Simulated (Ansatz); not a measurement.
# GeF2 (SMILES [F][Ge][F]): wB97M-V/def2-TZVPP

What is the electronic atomisation energy of GeF2 at wB97M-V/def2-TZVPP? 

The calculation is run with Ansatz 0.2.0.

32 further runs of the same task are left out: 32 set aside as unsound or not needed.

### 1 The system as given

GeF2 has 3 atoms, charge 0, and is taken as a singlet. SMILES: `[F][Ge][F]`. The coordinates come from a PBE0-D4/def2-TZVP relaxation.

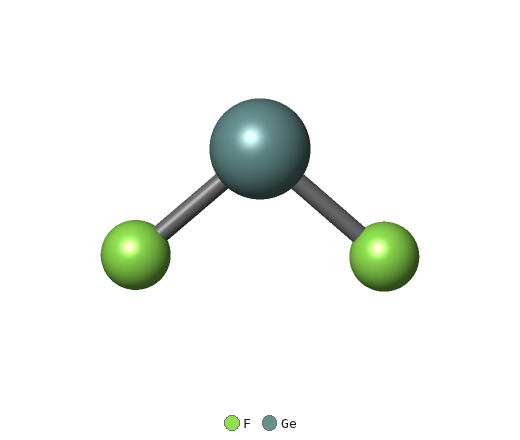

The structure, seen from a chosen angle (fluorine green, germanium teal).

### 2 A single-point energy at wB97M-V/def2-TZVPP

job.yaml reads:

```yaml
crystal:
  periodic: [false, false, false]
  atoms:
    - {symbol: F, position_ang: [-0.675900, -1.101800, -0.497500]}
    - {symbol: Ge, position_ang: [0.637500, -0.295200, 0.320200]}
    - {symbol: F, position_ang: [0.027600, 1.332100, 0.164100]}
basis:
  gaussian:
    orbitals: def2-TZVPP
hamiltonian:
  xc: {name: wB97M-V}
accuracy: high
output: {orbitals: {seedname: orbitals}}
```

On the command line:

```bash
$ ansatz run job.yaml --threads 1 --pin off --max-ram 3480MiB --events-out events.jsonl --progress --plain --runs-dir runs
```

Output:

```text
Warning: RAYON_NUM_THREADS=1 ignored (pool sized by the plan → 1); use --threads N
Functional definition: wB97M-V
  name "wB97M-V"
  parameter omega = 0.3/bohr
  parameter cx = 0.15
  parameter cx01 = 1.007
  parameter cx10 = 0.259
  parameter css00 = 0.443
  parameter css04 = -1.437
  parameter css10 = -4.535
  parameter css20 = -3.390
  parameter css43 = 4.278
  parameter cos00 = 1.000
  parameter cos10 = 1.358
  parameter cos20 = 2.924
  parameter cos21 = -8.812
  parameter cos60 = -1.390
  parameter cos61 = 9.142
  parameter b = 6.0
  parameter c = 0.01
  gx(w, u) = 1 - cx + cx01*u + cx10*w
  gss(w, u) = css00 + css04*u^4 + css10*w + css20*w^2 + css43*w^4*u^3
  gos(w, u) = cos00 + cos10*w + (cos20 + cos21*u)*w^2 + (cos60 + cos61*u)*w^6
  exchange = spin_sum(e_x_unif_sr(omega)*gx(b97_w, b97_u_x)) + cx*exact_x_sr(omega) + exact_x_lr(omega)
  correlation = spin_sum(e_c_pw_mod_same_spin*gss(b97_w, b97_u_same))
      + integral(e_c_pw_mod_opposite_spin*gos(b97_w_opposite, b97_u_opposite)) + vv10(b, c)
1632 factors; integrals over basis functions are off by at most 5.2e-9 eV
253 factors; integrals over basis functions are off by at most 1.4e-9 eV
mean field evaluation 1: about -61948.3682 eV, gradient 5.1e1 eV
mean field evaluation 2: about -61945.6073 eV, gradient 7.3e1 eV
mean field evaluation 4: about -61952.3092 eV, gradient 6.8e-1 eV
mean field evaluation 8: about -61952.3509 eV, gradient 8.0e-2 eV
mean field evaluation 16: about -61952.3509 eV, gradient 1.5e-5 eV
mean field -61952.35092512 eV, -2276.7069036865 hartree, gradient 9.7e-8 eV, S^2 0.000000; 0 other end points of the search recorded, 0 dependent functions left out
reference -61952.35092787 eV, -2276.7069037874 hartree; 25, 25 occupied and 85, 85 virtual orbitals, 1632 factors
Total energy: -61952.35092787 eV, -2276.7069037874 hartree
```

It took 22 s on 1 thread of Intel Xeon 6975P-C (Granite Rapids), shared host; peak memory 0.49 GiB.

### 3 The F atom, same level

input.yaml reads:

```yaml
crystal:
  periodic: [false, false, false]
  atoms:
    - {symbol: F, position_ang: [0.000000, 0.000000, 0.000000]}
basis:
  gaussian:
    orbitals: def2-TZVPP
magnetization:
  spin_polarized: true
  initial_magnetization: 1
hamiltonian:
  xc: {name: wB97M-V}
accuracy: high
```

Run the same way, it converges to -99.74527 Eh (log not shown).

### 4 The Ge atom at the same level

job.yaml reads:

```yaml
crystal:
  periodic: [false, false, false]
  atoms:
    - {symbol: Ge, position_ang: [0.000000, 0.000000, 0.000000]}
basis:
  gaussian:
    orbitals: def2-TZVPP
accuracy: high
hamiltonian:
  xc: {name: wB97M-V}
magnetization:
  spin_polarized: true
  initial_magnetization: 2
```

Run the same way, it converges to -2076.80591 Eh (log not shown).

### 5 Summary of results

Level: wB97M-V/def2-TZVPP.

| quantity | value |
| --- | --- |
| molecule: total energy | -2276.70690 Eh |
| molecule: HOMO energy | -11.19 eV |
| molecule: LUMO energy | -0.54 eV |
| molecule: HOMO–LUMO gap | 10.64 eV |
| F atom: total energy | -99.74527 Eh |
| F atom: ⟨S²⟩ | 0.752 |
| Ge atom: total energy | -2076.80591 Eh |
| Ge atom: ⟨S²⟩ | 2.003 |
| electronic atomisation energy | 11.169 eV |

In words: Taking the molecule apart into free atoms costs 11.17 eV (258 kcal/mol), before zero-point energy and without spin-orbit coupling.
